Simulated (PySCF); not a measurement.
```xyz
17

C    -2.5609   -0.0077    0.0655
C    -1.3129    0.7017   -0.4544
P     0.1422   -0.3776   -0.2884
C     1.7277    0.3188   -0.7484
C     2.5373    0.2580    0.3234
C     1.9451   -0.3328    1.5177
C     0.6700   -0.7379    1.3855
H    -3.4240    0.6421   -0.0580
H    -2.7511   -0.9286   -0.4831
H    -2.4695   -0.2442    1.1234
H    -1.1092    1.6187    0.1076
H    -1.4134    0.9601   -1.5137
H    -0.0947   -1.5502   -0.9731
H     1.9731    0.7093   -1.7200
H     3.5555    0.6118    0.3295
H     2.5140   -0.4248    2.4287
H     0.0639   -1.2047    2.1413
```

Geometry: GFN2-xTB.

Level of theory: PySCF, PBE0/def2-SVPD, SCF density, gas phase.

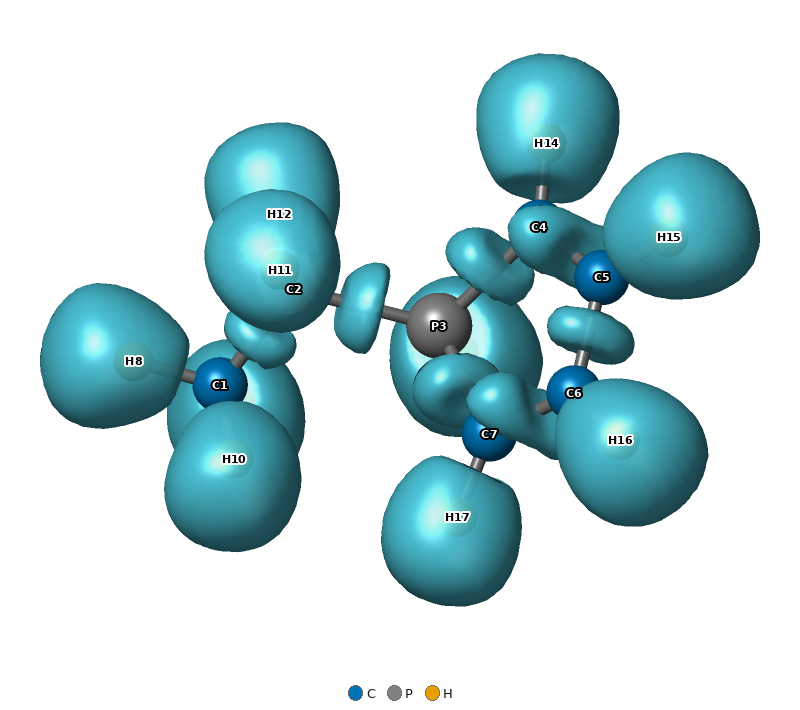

C6H10P (charge +1). Isosurface of the electron localisation function at 0.8 (cyan), seen at a tilt. Core shells and regions of very low density are left out.

Question: Where are the electrons localised?

Answer: The ELF exceeds this value in four regions between bonded C–C atoms (shared pairs), three regions between bonded C–P atoms (shared pairs) and ten regions around hydrogen nuclei. Along the contacts the grid gives the following. C–C (1.34 Å): the ELF peaks at about 0.95 between the atoms (a multiple bond). C–P (1.79 Å): the ELF peaks at about 0.95 between the atoms, as expected for a shared electron pair.
